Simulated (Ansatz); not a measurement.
**Run report: SiH2ClF3, single-point calculation**

The run: single-point calculation of SiH2ClF3. Method and program: RKS PBE0-D4/def2-TZVPP (Ansatz 0.2.0).

The geometry is the reactant side of a reaction. The reaction was set up to form Si1–F7 and Cl2–H6 and to break Si1–Cl2 and H6–F7 (atoms counted from 1 in the order of the input); sticks are drawn by distance alone. The geometry comes from this level: PBE0-D4/def2-TZVP.

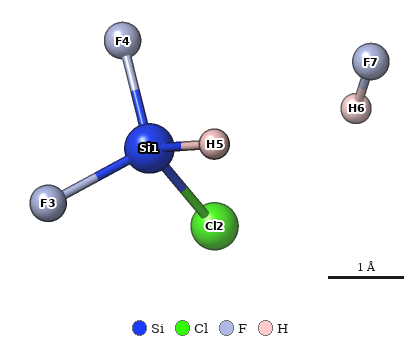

The structure as given in the input (ball-and-stick view, seen at a tilt; atoms are numbered from 1 in the order of the input). Bond lengths as drawn: Cl–Si 2.04 Å, F–H 0.92 Å, F–Si 1.57 to 1.58 Å and H–Si 1.46 Å.

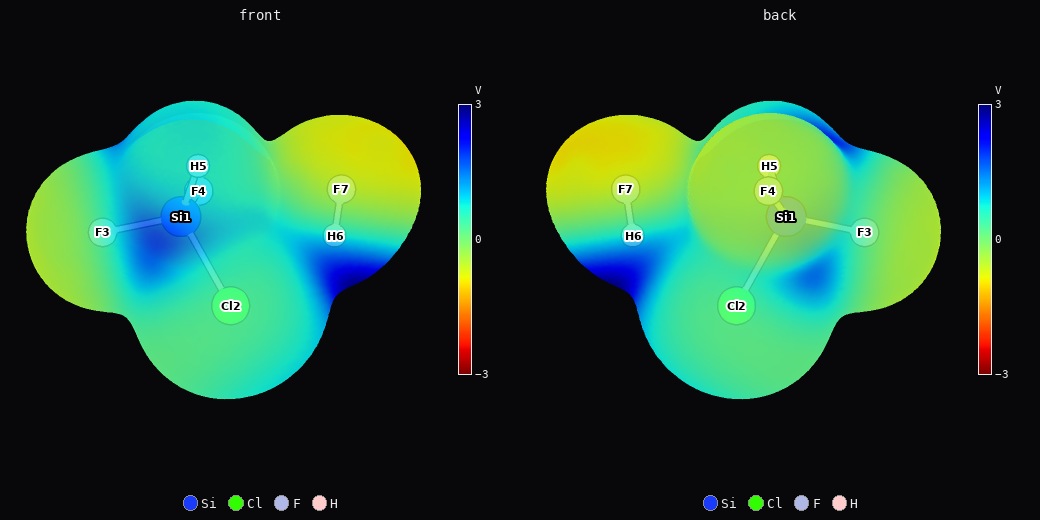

The molecular electrostatic potential painted on the density surface at 0.002 e/bohr³, seen face on and from behind; red is negative and blue positive.

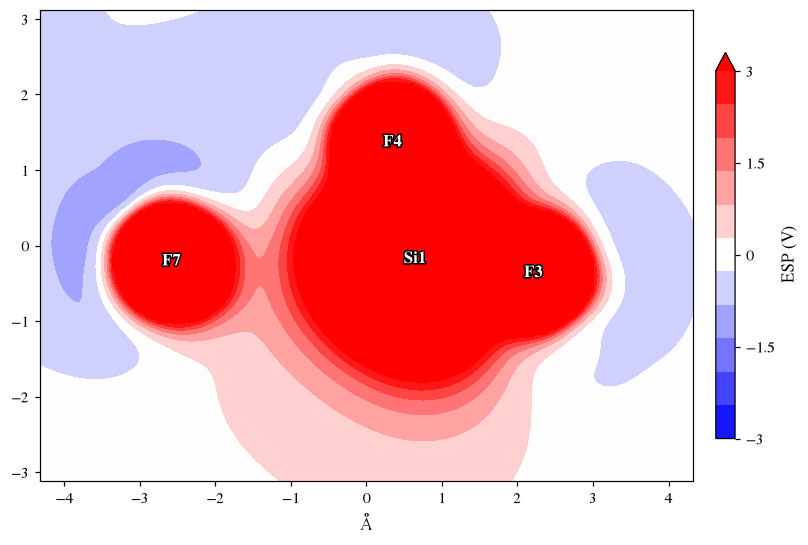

Electrostatic potential on the plane of atoms F3, Si1 and F4. Atoms in the plane: Si and F.

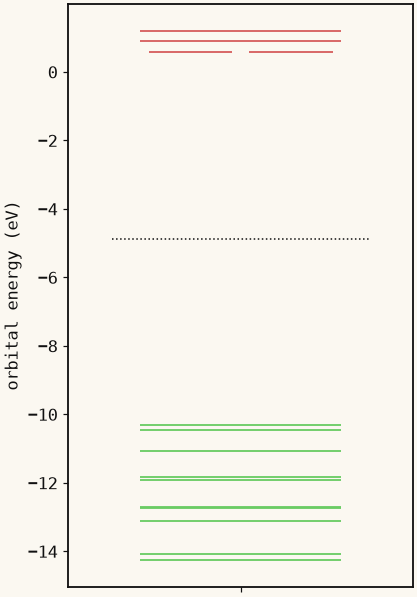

Orbital energies near the frontier; the dotted line parts filled from empty levels, and levels within 0.02 eV of each other stand side by side. Highest filled −10.31 eV, lowest empty 0.57 eV, 10.88 eV apart.

These pictures come from the run below.

The input:
```yaml
crystal:
  periodic: [false, false, false]
  atoms:
    - {symbol: Si, position_ang: [-0.454913, -0.478039, -0.623748]}
    - {symbol: Cl, position_ang: [1.575871, -0.300486, -0.619351]}
    - {symbol: F, position_ang: [-0.835558, -1.471628, -1.786878]}
    - {symbol: F, position_ang: [-1.072323, 0.926633, -0.971141]}
    - {symbol: H, position_ang: [-0.954561, -0.981695, 0.653431]}
    - {symbol: H, position_ang: [1.240106, 1.074920, 1.406879]}
    - {symbol: F, position_ang: [0.501377, 1.230296, 1.940907]}
basis:
  gaussian: {orbitals: def2-TZVPP}
hamiltonian: {xc: pbe0, dispersion: d4}
output: {orbitals: {seedname: orbitals}}
```

Command:
```bash
ansatz run in.yaml --threads 4 --pin off --events-out ev --progress --plain --max-ram 9574MiB
```

What the program printed:
```
Functional definition: PBE0
  name "PBE0"
  cite "Adamo & Barone, J. Chem. Phys. 110, 6158 (1999) doi:10.1063/1.478522"
  cite "Perdew, Burke & Ernzerhof, Phys. Rev. Lett. 77, 3865 (1996) doi:10.1103/PhysRevLett.77.3865"
  parent pbe
  parameter a = 0.25
  parameter kappa = 0.804
  parameter beta = 0.06672455060314922
  exchange = (1 - a)*pbe_x(kappa = kappa, mu = beta*pi^2/3) + a*exact_x
  correlation = pbe_c(beta = beta)
1202 factors; their error is unknown
mean field evaluation 1: about -28574.1234 eV, gradient 5.3e1 eV
mean field evaluation 2: about -28569.5988 eV, gradient 7.9e1 eV
mean field evaluation 4: about -28577.7911 eV, gradient 1.6e0 eV
mean field evaluation 8: about -28577.8781 eV, gradient 2.5e-2 eV
mean field -28577.87811686 eV, -1050.2176500131 hartree, gradient 5.6e-5 eV, S^2 0.000000; 0 other end points of the search recorded, 0 dependent functions left out
reference -28577.87814072 eV, -1050.2176508898 hartree; 30, 30 occupied and 175, 175 virtual orbitals, 1202 factors
Total energy: -28577.99849201 eV, -1050.2220737182 hartree
```

Summary:

- outcome: converged
- total energy: −28577.9985 eV
- mean-field energy: −28577.8781 eV
- dispersion energy: −0.1204 eV
- SCF solution under orbital rotations: stable
- HOMO: −10.31 eV
- LUMO: 0.57 eV
- hardware: 4 threads of Arm Neoverse V1, 23 GiB of memory available, shared host
- wall time: 1.9 s (CPU time 7.1 s)
- peak memory: 0.46 GiB
